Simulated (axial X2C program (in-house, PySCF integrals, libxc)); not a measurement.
# Relativistic diatomic calculation for SbCu

System: SbCu. The reference is closed-shell SbCu; the roots are vertical excitation energies. The distance is the PBE0 minimum at charge 0.
Method: EOM-EE-CCSD, two-component X2C with atomic mean-field Coulomb and Gaunt terms, Sb dyall-acv3z, Cu dyall-acv3z (cores contracted) (axial X2C program (in-house, PySCF integrals, libxc)).

### The input
```
{"zs": [51, 29], "q": 0, "bas": ["dyall-acv3z", "dyall-acv3z"], "r0": 2.52, "eom": "ee", "thr": -1.0, "nmax": 88}
```

The line is the task of a batch: nuclear charges, charge, bases, a first guess of the distance and further settings. This report covers the levels named above. The log is that of the reference distance 2.413 Å.

Launched within a batch (the task file carries these settings):
```bash
python <driver script> task.json out
```

### Log
```
two-component X2C + atomic mean field  HF
basis functions 261  fitting functions 1362  grid points 5801
iter        total energy     max residual
   1      -8127.958737830     3.83e-01
   2      -8128.001144885     2.33e-02
   3      -8127.997563669     3.68e-02
   4      -8128.009565597     3.05e-03
   5      -8128.010098597     1.52e-03
   6      -8128.010291735     6.74e-04
   7      -8128.010342397     3.53e-04
   8      -8128.010351912     1.28e-04
   9      -8128.010352635     4.93e-05
  10      -8128.010352741     1.89e-05
  11      -8128.010352758     4.11e-06
  12      -8128.010352759     1.52e-06
converged
one-electron -11847.88100939  Coulomb 3635.64580725  exact exchange -235.83978704  xc functional 0.00000000  nuclear repulsion 324.34856815  atomic mean-field constant -4.28393173
correlated 16  virtual 372  natural virtual 88  E(MP2) -0.654790056  MP2 remainder -0.141185180
iter   CCSD correlation   residual
   1     -0.426012396   2.89e-01
   2     -0.458680188   2.00e-01
   3     -0.467737808   8.68e-02
   4     -0.469046136   6.08e-02
   5     -0.469959755   3.87e-02
   6     -0.471617401   2.54e-02
   7     -0.471816852   1.20e-02
   8     -0.471582755   6.33e-03
   9     -0.471875739   3.74e-03
  10     -0.471795858   2.31e-03
  11     -0.471754965   1.28e-03
  12     -0.471797113   7.03e-04
  13     -0.471776822   4.33e-04
  14     -0.471770617   2.51e-04
  15     -0.471772465   1.24e-04
  16     -0.471771904   6.64e-05
  17     -0.471770642   4.06e-05
  18     -0.471771267   2.45e-05
  19     -0.471770896   1.64e-05
  20     -0.471770775   9.93e-06
  21     -0.471770872   6.41e-06
  22     -0.471770783   4.18e-06
  23     -0.471770776   2.77e-06
(T) -0.019157938687576807  T1 0.0531  D1 0.1165  max T2 0.219
EOM-EE-CCSD roots
2*Omega      energy/Eh   energy/eV  one-particle weight
    0       0.08381997      2.2809      0.927
    0       0.08542666      2.3246      0.848
    0       0.09292834      2.5287      0.113
    0       0.09380371      2.5525      0.917
    0       0.11391626      3.0998      0.899
    2      -0.00269692     -0.0734      0.962
    2       0.06597058      1.7952      0.920
    2       0.08740975      2.3785      0.926
    2       0.09587624      2.6089      0.921
    4       0.02413782      0.6568      0.962
    4       0.05609198      1.5263      0.951
    4       0.12284375      3.3427      0.894
    6       0.12444165      3.3862      0.923
```

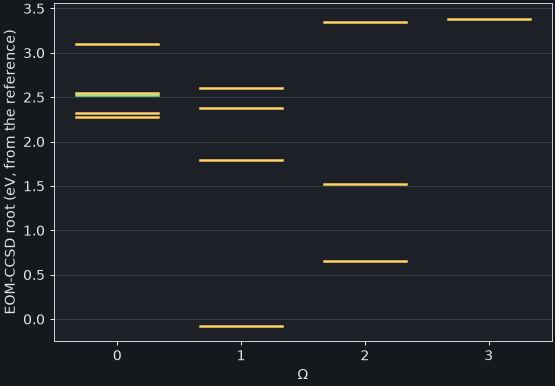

Figure 1. EOM-CCSD roots by Ω at 2.41 Å; roots whose one-particle weight is under 0.8 have the second colour. The lowest has Ω = 1 and lies at −0.073 eV, with one-particle weight 0.96. 1 of the 13 roots are less well described at this level.

### Key numbers

```tsv
quantity	value
outcome	converged
HF energy of the reference SbCu	−8128.01035 hartree
MP2 energy of the reference SbCu	−8128.66514 hartree
CCSD energy of the reference SbCu (with the MP2 share of the virtual spinors left out of the coupled-cluster step)	−8128.62331 hartree
CCSD(T) energy of the reference SbCu	−8128.64247 hartree
T1 diagnostic (spinor form; for a closed shell √2 times the usual value)	0.053
hardware	1 thread of Arm Neoverse V1, 24 GiB of memory available, shared host
wall time	1.8 min
peak memory	1 GiB
```
